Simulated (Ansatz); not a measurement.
```yaml
atoms:
  - { symbol: Cu, position_ang: [0.2802, -0.3198, -1.4533] }
  - { symbol: P, position_ang: [0.0367, -0.0398, 0.7677] }
  - { symbol: H, position_ang: [-1.2820, -0.2097, 1.2501] }
  - { symbol: H, position_ang: [0.4012, 1.2378, 1.2531] }
  - { symbol: H, position_ang: [0.7928, -0.9206, 1.5795] }
  - { symbol: Cl, position_ang: [-0.2289, 0.2522, -3.3971] }
```

Geometry: PBE-D4/def2-TZVP.

These are results of UKS PBE0-D4/def2-TZVP in Ansatz 0.2.0, not measurements.

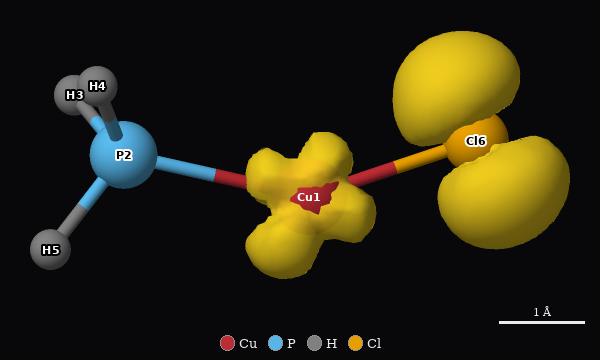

ClCuH$_{3}$P (Cu(PH3)Cl) (charge +1, doublet). Isosurface of the spin density at +0.04 e/Å³ (yellow), seen across its widest extent.

### Where is the unpaired spin?

The unpaired spin (1 electron) lies mostly on Cl6 (about 0.5) and Cu1 (about 0.4), in electrons by Hirshfeld's partition.
